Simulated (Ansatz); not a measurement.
```yaml
atoms:
  - { symbol: O, position_ang: [-1.9982, 0.2440, 0.7743] }
  - { symbol: Ga, position_ang: [-0.3449, -0.4591, 0.8240] }
  - { symbol: O, position_ang: [0.8191, 0.2696, 1.9783] }
  - { symbol: O, position_ang: [0.0077, -2.1490, 0.3080] }
  - { symbol: As, position_ang: [0.6497, 1.0000, -1.2272] }
  - { symbol: H, position_ang: [-2.6643, -0.3542, 0.4321] }
  - { symbol: H, position_ang: [1.4872, -0.3617, 2.2537] }
  - { symbol: H, position_ang: [-0.7398, -2.6182, -0.0652] }
  - { symbol: H, position_ang: [2.1136, 0.8949, -1.5760] }
  - { symbol: H, position_ang: [0.6104, 2.4947, -1.0376] }
  - { symbol: H, position_ang: [0.1248, 0.9819, -2.6436] }
```

Geometry: PBE0-D4/def2-TZVP.

Computed with Ansatz, RKS PBE0-D4/def2-TZVPP.

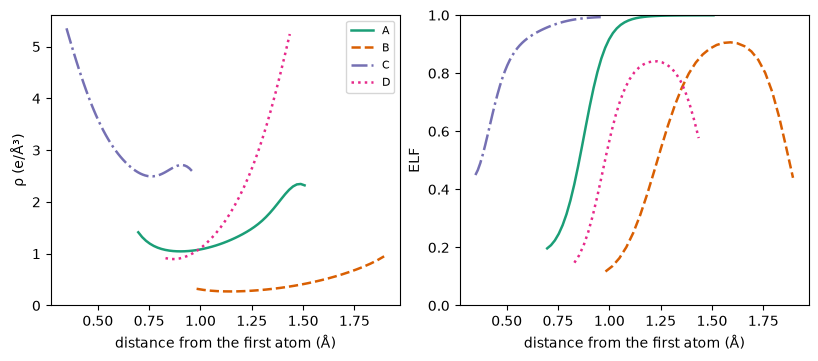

AsGaH₆O₃ (SMILES [OH][Ga-]([OH])([OH])[AsH3+]). Total electron density and electron localisation function along straight lines between neighbouring atoms. The curves leave out the atomic cores.

Q: Which curve belongs to which contact (As–H, Ga–As, Ga–O and O–H)? The first atom named is at distance zero.

A: Curve A: As–H (1.51 Å): ρ is about 1.2 e/Å³ halfway; the ELF climbs to about 1 towards the hydrogen, as it does in any bond to H. Curve B: Ga–As (2.71 Å): the density is about 0.32 e/Å³ at the midpoint, with its minimum of 0.27 e/Å³ about 1.2 Å from Ga; the ELF peaks at about 0.90 between the atoms; localised, covalent bonding. Curve C: O–H (0.96 Å): ρ is about 3.8 e/Å³ halfway; the ELF climbs to about 1 towards the hydrogen (a covalent bond by its length). Curve D: Ga–O (1.79 Å): the density is about 0.91 e/Å³ at the midpoint; the ELF peaks at about 0.85 in the valence shell of O, 0.6 Å from its nucleus, and is about 0.25 at the midpoint.
